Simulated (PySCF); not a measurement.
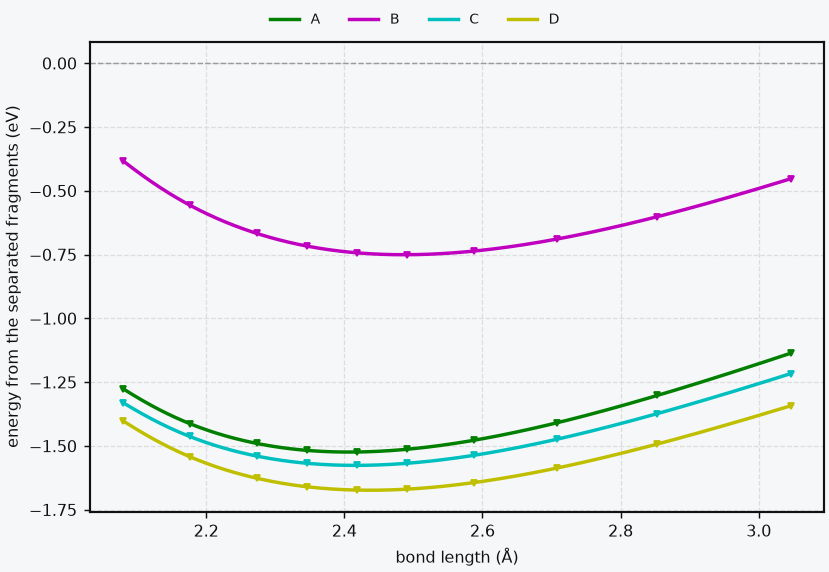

Bond curves of RbH, singlet, def2-TZVPP (ECP), PySCF: energy from the separated fragments (atoms in their ground configurations, no counterpoise). One reference determinant with the occupation held, the lowest that a PBE0 search over spins and occupations found; no spin-orbit coupling. Splines pass through the computed points, which are marked. References: UKS for r2SCAN and HSE06; RHF for HF and SCS-MP2. With r2SCAN, HSE06, HF and SCS-MP2 the solution stays closed-shell at all points drawn; such a solution can't reach the open-shell fragments at long range.

The curves are HF, HSE06, SCS-MP2 and r2SCAN. Which is which?

A: SCS-MP2 (−1.28 eV at 2.08 Å); B: HF (−0.38 eV at 2.08 Å); C: HSE06 (−1.33 eV at 2.08 Å); D: r2SCAN (−1.40 eV at 2.08 Å).
